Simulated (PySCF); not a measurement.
**NMR shielding calculation, with input and output: CH₂F₂**

- system: CH₂F₂, SMILES FCF
- method: GIAO PBE0/pcSseg-1 NMR shielding, non-relativistic, gas phase (PySCF 2.14.0)

The geometry comes from this level: GFN2-xTB. Figures and captions count atoms from 1; the log counts them from 0 in places.

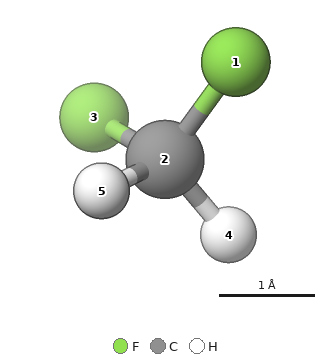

**Figure 1.** The input geometry (ball-and-stick view, seen at an oblique angle; atoms are numbered from 1 in the order of the input).

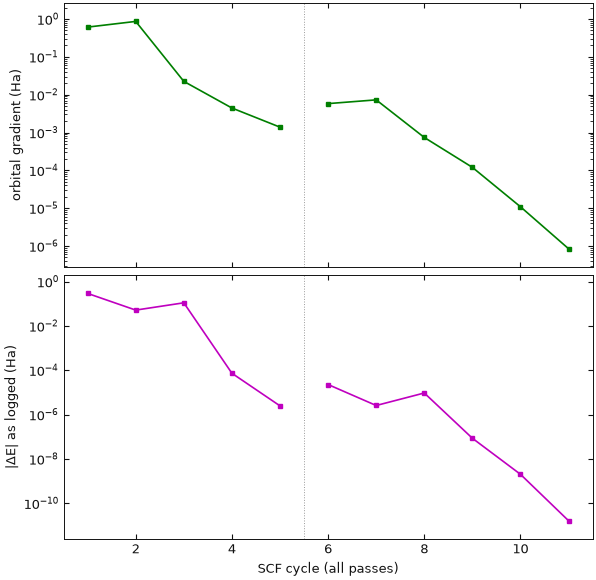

**Figure 2.** Convergence of the self-consistent field: orbital gradient and size of the energy change against the SCF cycle. The dotted line marks the change from a coarse to the final integration grid. The first 5 cycles use a coarse grid, the final grid takes over at cycle 6, and the field converges after 11 cycles in all.

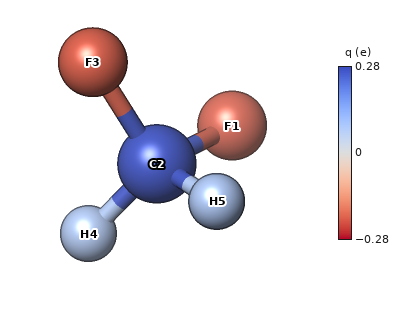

**Figure 3.** ESP-fitted charges, as the colour of each atom (ball-and-stick view, seen at a tilt; atoms are numbered from 1 in the order of the input). By element: F −0.21, C +0.27 and H +0.07 to +0.08 e.

The input and output of the run follow.

The input
```
{"job": {"kind": "nmr", "xc": "PBE0", "basis": "pcSseg-1"}, "charge": 0, "multiplicity": 1}
F     -1.061798     0.749492    -0.067319
C     -0.000677    -0.072943    -0.001414
F      1.112605     0.679818     0.021301
H     -0.057188    -0.650432     0.931565
H      0.015680    -0.703082    -0.901319
```

The first line tells a small driver script what to run in PySCF; the rest is the geometry in Å.

Run as:
```bash
OMP_NUM_THREADS=1 python <driver script> task.json out
```

The program's output
```
coarse grid: 4504 points
cycle   1  E = -238.6393244872  dE =  2.920e-01  |g| = 6.127e-01  |ddm| = 1.692e+00
cycle   2  E = -238.5876613090  dE =  5.166e-02  |g| = 8.660e-01  |ddm| = 6.482e-01
cycle   3  E = -238.6979001110  dE = -1.102e-01  |g| = 2.250e-02  |ddm| = 3.777e-01
cycle   4  E = -238.6979731990  dE = -7.309e-05  |g| = 4.446e-03  |ddm| = 1.168e-02
cycle   5  E = -238.6979756654  dE = -2.466e-06  |g| = 1.386e-03  |ddm| = 2.963e-03
final grid: 45160 points
cycle   6  E = -238.7289046899  dE = -2.265e-05  |g| = 5.815e-03  |ddm| = 1.055e-02
cycle   7  E = -238.7289021228  dE =  2.567e-06  |g| = 7.304e-03  |ddm| = 6.438e-03
cycle   8  E = -238.7289115347  dE = -9.412e-06  |g| = 7.406e-04  |ddm| = 3.333e-03
cycle   9  E = -238.7289116202  dE = -8.549e-08  |g| = 1.200e-04  |ddm| = 5.040e-04
cycle  10  E = -238.7289116222  dE = -2.019e-09  |g| = 1.089e-05  |ddm| = 5.675e-05
cycle  11  E = -238.7289116222  dE = -1.626e-11  |g| = 8.472e-07  |ddm| = 5.135e-06
converged SCF energy = -238.7289116222

GIAO shielding tensors (ppm)
atom      isotropic    diamagn.    paramagn.     s11        s22        s33       span
  0 F      328.374     471.724    -143.350    215.764    327.275    442.083    226.319
  1 C       73.328     238.244    -164.916     53.742     71.305     94.937     41.195
  2 F      328.385     471.716    -143.332    215.804    327.252    442.098    226.293
  3 H       25.669      27.481      -1.811     21.928     25.742     29.339      7.412
  4 H       25.669      27.475      -1.806     21.927     25.741     29.339      7.412
```

Summary

- outcome: converged
- total energy: −238.728912 hartree
- HOMO: −9.76 eV
- LUMO: 1.74 eV
- dipole moment: 1.95 D
- isotropic shielding, F: 328.4 ppm
- isotropic shielding, C: 73.3 ppm
- isotropic shielding, H: 25.7 ppm
- hardware: 1 CPU thread, shared host
- wall time: 3.9 s
- peak memory: 0.31 GiB
